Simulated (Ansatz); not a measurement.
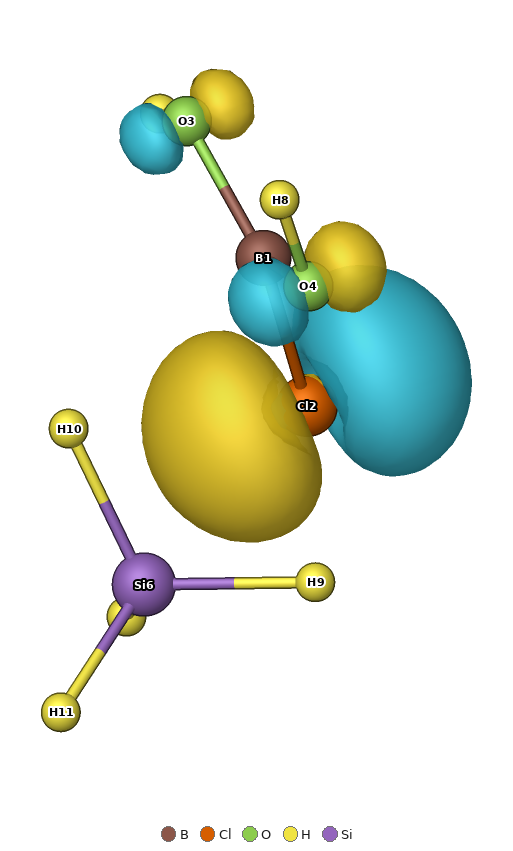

*BClH$_{2}$O$_{2}$···SiH$_{4}$. The HOMO−1 at ±0.2 Å⁻³ᐟ² (yellow and cyan are the two phases), seen at an oblique angle.*

Method: RKS B3LYP/def2-SVP (Ansatz 0.2.0).

```xyz
11

B    -1.0292    1.5480   -0.0351
Cl   -0.4010    2.2504   -1.5506
O    -2.3521    1.5947    0.2644
O    -0.1458    0.9617    0.8052
H     1.0227   -1.0563   -1.3487
Si    1.4783   -1.7880   -0.1357
H    -2.8906    2.0307   -0.4075
H    -0.5751    0.6084    1.5971
H     2.4590   -0.9691    0.6285
H     0.3073   -2.1124    0.7301
H     2.1268   -3.0682   -0.5478
```

What is the character of this orbital?

By Hirshfeld shares it lies mainly on Cl2 (about 80 %) and O4 (about 5 %); largely a lone pair of Cl2. Its energy is −8.71 eV.
